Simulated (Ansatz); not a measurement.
Take CdS in the zinc blende structure (space group F-43m, No. 216; a = 5.8778 Å) as the base.

It is then changed as follows: cell and atoms relaxed at a pressure of 7 GPa.

Level of theory: r2SCAN/PAW in Ansatz (an electronic-structure program), spin-orbit coupling left out.

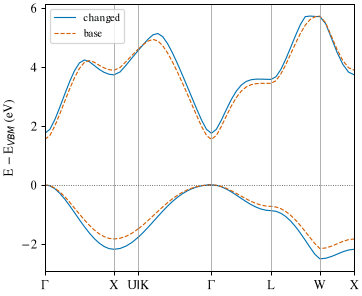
*Highest valence and lowest conduction band along the path, each from its own valence-band maximum*

The gap is 1.75 eV, direct at Γ; the base has 1.54 eV.

Load acts through the strain it causes; cell and atoms are relaxed under it. No phonon test of stability was made. Tetrahedral semiconductors of this kind turn to denser phases somewhere between about 1 and 50 GPa; those were not computed, so compressed cells here can lie past the real transition.
